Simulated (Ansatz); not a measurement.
Partial pair distribution functions of a relaxed model of amorphous Ge-Sb-Te (Ge10Sb10Te25), broadened by 0.06 Å; density 5.65 g/cm³. These are PBE, scalar-relativistic without spin-orbit coupling, PAW (Ansatz default set, large-core Te) (plane waves to 420 eV; Ansatz, a quantum-chemistry and plane-wave program) values and carry that method's errors.

Preparation: random packing, a CHGNet melt and quench, and a DFT relaxation. The hot cell started wider than the set density and was brought back towards it in steps. It is the lowest in DFT energy of 4 quenches. It is a model cell: composition and starting density were chosen by hand, and all elements were melted together. No dispersion term was used. Its density started from a set value of 5.65 and ended at 5.65 g/cm³. Cooling (nominally 12 K/ps over its main leg) ran many orders faster than in experiment, which tends to leave more defects and strain. One small periodic cell is one sample of the glass; other quenches scatter about these values. The volume was held where the preparation left it and the shape relaxed, at a PBE pressure of 0.3 GPa. On a 2×2×2 Γ-centred mesh force components of up to 0.19 eV/Å stay, since the relaxation ran on one k-point at (1/4, 1/4, 1/4).

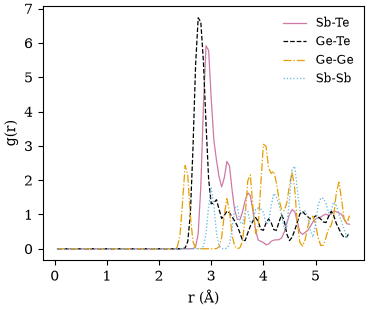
*Partial pair distribution functions*

Highest peaks under 4.5 Å: Sb-Te near 2.90 Å, Ge-Te near 2.75 Å, Ge-Ge near 4.00 Å, Sb-Sb near 3.00 Å; pairs of few atoms are noisy.

Within 3.42 Å each Sb has 4.00 Te neighbours on average.
